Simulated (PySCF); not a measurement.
Consider C$_{3}$H$_{8}$O$_{3}$S.

```yaml
atoms:
  - { symbol: C, position_ang: [-1.7857, 0.5970, -0.0698] }
  - { symbol: C, position_ang: [-0.9921, -0.6952, 0.0446] }
  - { symbol: C, position_ang: [0.4234, -0.6328, -0.5129] }
  - { symbol: S, position_ang: [1.4667, 0.4591, 0.4417] }
  - { symbol: O, position_ang: [1.1717, 1.8353, 0.1091] }
  - { symbol: O, position_ang: [1.4930, -0.0051, 1.8208] }
  - { symbol: O, position_ang: [2.9266, 0.1189, -0.1955] }
  - { symbol: H, position_ang: [-1.8404, 0.9417, -1.1143] }
  - { symbol: H, position_ang: [-1.3306, 1.4071, 0.5171] }
  - { symbol: H, position_ang: [-2.8137, 0.4492, 0.2913] }
  - { symbol: H, position_ang: [-1.5080, -1.5064, -0.4949] }
  - { symbol: H, position_ang: [-0.9315, -1.0163, 1.0974] }
  - { symbol: H, position_ang: [0.4657, -0.2558, -1.5459] }
  - { symbol: H, position_ang: [0.9209, -1.6122, -0.4689] }
  - { symbol: H, position_ang: [3.4218, -0.3596, 0.4872] }
```

Geometry: PBE0-D3(BJ)/def2-SVP.

Method: PySCF, wB97X-D/def2-SVPD, SCF density, gas phase.

Q: What will maps of the electron density and electron localisation function show?

A: S–O (1.46 Å): ρ at the midpoint is about 2.3 e/Å³; the ELF peaks at about 0.80 between the atoms (a polar covalent bond).
O–H (0.97 Å): the density is about 3.7 e/Å³ at the midpoint; the ELF climbs to about 1 towards the hydrogen, as it does in any bond to H: a covalent bond by its length.
S–O (1.63 Å): the density is about 1.6 e/Å³ at the midpoint; the ELF peaks at about 0.85 between the atoms, as expected for a shared but strongly polarised pair.

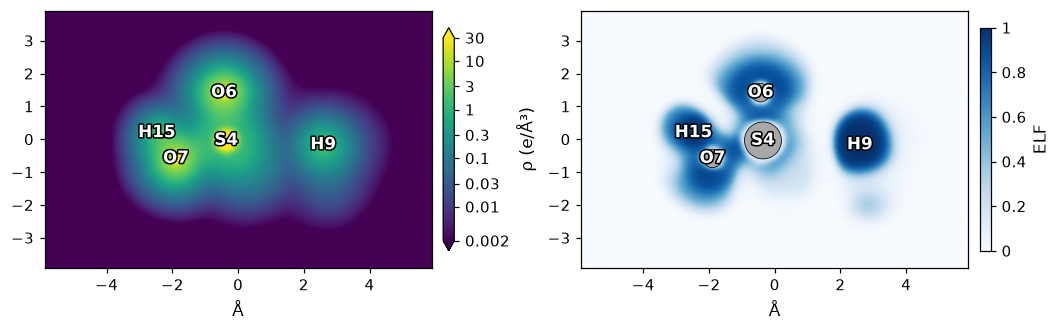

Computed electron density and electron localisation function on the plane of atoms O6, S4 and O7, in this order. Grey discs cover the atomic cores in the ELF map. 
